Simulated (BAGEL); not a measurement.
# C2H3Si (SMILES C#C[SiH2]) at UHF/STO-3G (density fitting with qzvpp-jkfit)

Aim: the vertical electron affinity of C2H3Si at UHF/STO-3G (density fitting with qzvpp-jkfit), from 2 runs. 

The results are computed with BAGEL 1.2.2.

1 further run of the same task is left out (set aside as unsound or not needed).

## 1. Starting point

C2H3Si has 6 atoms, charge 0, and is taken as a doublet. SMILES: `C#C[SiH2]`. The coordinates come from a PBE0-D4/def2-TZVP relaxation.

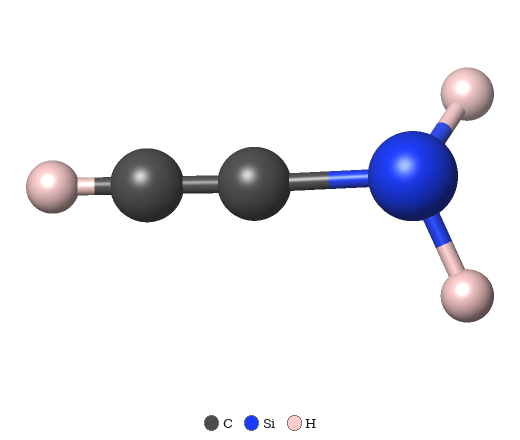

Viewed from a chosen angle; carbon dark grey, silicon blue, hydrogen pink.

## 2. The energy at UHF/STO-3G (density fitting with qzvpp-jkfit)

Contents of input.json:

```json
{ "bagel": [

{
  "title": "molecule",
  "basis": "sto-3g",
  "df_basis": "qzvpp-jkfit",
  "angstrom": true,
  "geometry": [
    { "atom": "C", "xyz": [    1.019700,   -1.302300,    0.535000 ] },
    { "atom": "C", "xyz": [    0.376000,   -0.354500,    0.145700 ] },
    { "atom": "Si", "xyz": [   -0.444500,    1.136900,   -0.449500 ] },
    { "atom": "H", "xyz": [    1.575400,   -2.144400,    0.879400 ] },
    { "atom": "H", "xyz": [   -1.137600,    0.894600,   -1.738800 ] },
    { "atom": "H", "xyz": [   -1.346900,    1.705600,    0.581800 ] }
  ]
},
{
  "title": "uhf",
  "nopen": 1
},
{
  "title": "print",
  "file": "orbitals.molden",
  "orbitals": true
}

]}
```

On the command line:

```sh
BAGEL_NUM_THREADS=1 BAGEL input.json > input.out
```

The program printed:

```text
* using 1 threads per process

  ===============================================================
  ===============================================================

  *** Geometry ***

  { "atom" : "C", "xyz" : [      1.926954,     -2.460990,      1.011003 ] },
  { "atom" : "C", "xyz" : [      0.710537,     -0.669908,      0.275333 ] },
  { "atom" : "Si", "xyz" : [     -0.839983,      2.148430,     -0.849432 ] },
  { "atom" : "H", "xyz" : [      2.977075,     -4.052329,      1.661825 ] },
  { "atom" : "H", "xyz" : [     -2.149752,      1.690549,     -3.285856 ] },
  { "atom" : "H", "xyz" : [     -2.545272,      3.223117,      1.099443 ] },

  Number of auxiliary basis functions:      332

  Since a DF basis is specified, we compute 2- and 3-index integrals:
    o Being stored without compression. Storage requirement is 0.001 GB

  Number of basis functions:       22
  Number of electrons      :       29

    * METHOD: MOLECULE                             0.06

  *** Open-shell HF ***

  === Nuclear Repulsion ===
    75.7625609477

      * DIIS with orbital gradients will be used.

  === UHF iteration (sto-3g) ===
      0       -361.98308636          0.01831584           0.01
      1       -362.01677587          0.00563969           0.01
      2       -362.02061887          0.00209710           0.01
      3       -362.02150933          0.00137852           0.01
      4       -362.02180948          0.00025822           0.01
      5       -362.02208876          0.00017529           0.01
      6       -362.02234092          0.00016568           0.01
      7       -362.02312885          0.00013537           0.01
      8       -362.02433337          0.00008958           0.01
      9       -362.02492075          0.00006306           0.01
     10       -362.02555108          0.00003729           0.01
     11       -362.02564508          0.00002306           0.01
     12       -362.02578009          0.00002645           0.01
     13       -362.02578711          0.00001052           0.01
     14       -362.02582376          0.00000367           0.01
     15       -362.02582528          0.00000259           0.01
     16       -362.02582620          0.00000118           0.01
     17       -362.02582622          0.00000033           0.01
     18       -362.02582622          0.00000016           0.01
     19       -362.02582622          0.00000011           0.01
     20       -362.02582622          0.00000004           0.01
     21       -362.02582622          0.00000002           0.01
     22       -362.02582622          0.00000001           0.01
     23       -362.02582622          0.00000001           0.01
    * SCF iteration converged.

    * S^2 (UHF) is 1.0216

    * Permanent dipole moment:
           (   -0.093809,    -0.312681,     0.100799) a.u.

    * METHOD: UHF                                  0.24

    * METHOD: PRINT                                0.00

  ===============================================================
```

Run time: 0.46 s. Hardware: 1 thread of Arm Neoverse V2, shared host; peak memory 0.081 GiB.

## 3. The singlet anion at the same level

Contents of calc.json:

```json
{ "bagel" : [

{
  "title" : "molecule",
  "basis" : "sto-3g",
  "df_basis" : "qzvpp-jkfit",
  "angstrom" : "true",
  "geometry" : [
    { "atom" : "C", "xyz" : [       1.019700,      -1.302300,       0.535000 ] },
    { "atom" : "C", "xyz" : [       0.376000,      -0.354500,       0.145700 ] },
    { "atom" : "Si", "xyz" : [      -0.444500,       1.136900,      -0.449500 ] },
    { "atom" : "H", "xyz" : [       1.575400,      -2.144400,       0.879400 ] },
    { "atom" : "H", "xyz" : [      -1.137600,       0.894600,      -1.738800 ] },
    { "atom" : "H", "xyz" : [      -1.346900,       1.705600,       0.581800 ] }
  ]
},

{
  "title" : "hf",
  "charge" : -1
},

{
  "title" : "print",
  "file" : "orbitals.molden",
  "orbitals" : "true"
}

]}
```

On the command line:

```sh
BAGEL_NUM_THREADS=1 BAGEL calc.json > calc.out
```

The program printed:

```text
* using 1 threads per process

  ===============================================================
  ===============================================================

  *** Geometry ***

  { "atom" : "C", "xyz" : [      1.926954,     -2.460990,      1.011003 ] },
  { "atom" : "C", "xyz" : [      0.710537,     -0.669908,      0.275333 ] },
  { "atom" : "Si", "xyz" : [     -0.839983,      2.148430,     -0.849432 ] },
  { "atom" : "H", "xyz" : [      2.977075,     -4.052329,      1.661825 ] },
  { "atom" : "H", "xyz" : [     -2.149752,      1.690549,     -3.285856 ] },
  { "atom" : "H", "xyz" : [     -2.545272,      3.223117,      1.099443 ] },

  Number of auxiliary basis functions:      332

  Since a DF basis is specified, we compute 2- and 3-index integrals:
    o Being stored without compression. Storage requirement is 0.001 GB

  Number of basis functions:       22
  Number of electrons      :       29

    * METHOD: MOLECULE                             0.06

  *** RHF ***

  === Nuclear Repulsion ===
    75.7625609477

      * DIIS with orbital gradients will be used.

  === RHF iteration (sto-3g) ===
      0       -361.80286540          0.01092072           0.00
      1       -361.83052350          0.00417697           0.00
      2       -361.83315363          0.00266497           0.00
      3       -361.83414517          0.00033186           0.00
      4       -361.83420592          0.00012527           0.00
      5       -361.83421381          0.00005268           0.00
      6       -361.83421508          0.00002122           0.00
      7       -361.83421533          0.00000502           0.00
      8       -361.83421535          0.00000159           0.00
      9       -361.83421535          0.00000099           0.00
     10       -361.83421535          0.00000022           0.00
     11       -361.83421535          0.00000004           0.00
     12       -361.83421535          0.00000001           0.00
     13       -361.83421535          0.00000001           0.00
    * SCF iteration converged.

    * Permanent dipole moment:
           (   -0.132377,     0.840278,    -0.305618) a.u.

    * METHOD: HF                                   0.10

    * METHOD: PRINT                                0.00

  ===============================================================
```

Run time: 0.32 s. Hardware: 1 thread of Arm Neoverse V2, shared host; peak memory 0.081 GiB.

## 4. Outcome

At UHF/STO-3G (density fitting with qzvpp-jkfit):

| quantity | value |
| --- | --- |
| doublet C2H3Si: total energy | -362.02583 Eh |
| doublet C2H3Si: dipole moment | 0.87 D |
| doublet C2H3Si: ⟨S²⟩ | 1.022 |
| singlet anion: total energy | -361.83422 Eh |
| singlet anion: HOMO energy | 4.33 eV |
| singlet anion: LUMO energy | 17.26 eV |
| singlet anion: HOMO–LUMO gap (to an unbound level, set by the basis) | 12.92 eV |
| vertical electron affinity (to the singlet anion) | -5.214 eV |

In words: The anion lies 5.21 eV (503 kJ/mol) above the neutral: the electron isn't bound at this level, and such a value depends on the basis. Without diffuse functions anions come out too high. Hartree–Fock misses the correlation that binds many anions. In a minimal basis such a difference can be off by several eV, whatever the method. ⟨S²⟩ (doublet C2H3Si) is 1.02 where a pure doublet has 0.75: the reference is spin-contaminated. The HOMO (singlet anion) lies at positive energy, 4.33 eV: the electron is unbound at this level or held by a compact basis; values depend on the basis.
